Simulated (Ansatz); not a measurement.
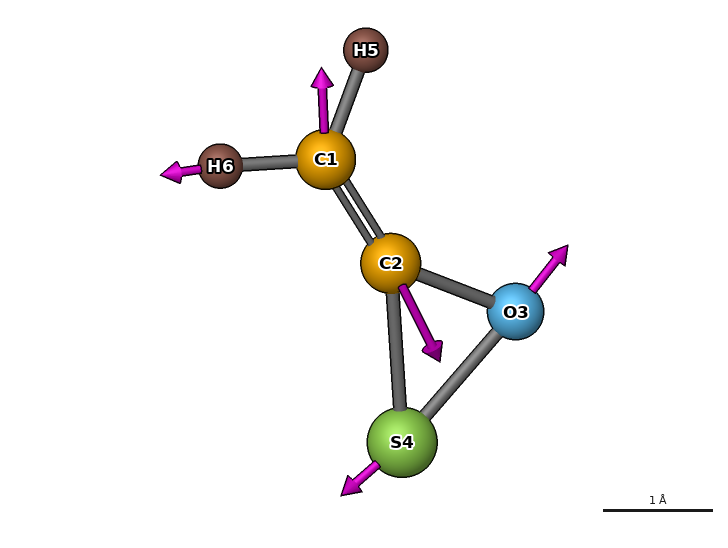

Arrows show the forces on the atoms, 0.1 Å of arrow for 1 eV/Å; forces under a tenth of the largest aren't drawn. Level of theory: ωB97M-V/def2-TZVPP (Ansatz 0.2.0).

### On which atom is the force largest, and how large is it?

On C2: 8.58 eV/Å.

### Along which bond is the force strongest?

C1–C2, now 1.218 Å: the forces push its atoms apart, so a first step downhill lengthens it.

List the force components in the frame of the picture (x right, y up, z towards the viewer), in eV/Å.

```csv
atom,Fx,Fy,Fz
C1,−0.28,6.09,1.56
C2,3.53,−7.06,−3.36
O3,3.40,4.32,0.19
S4,−3.49,−3.05,0.45
H5,0.65,0.27,0.05
H6,−3.81,−0.58,1.12
```
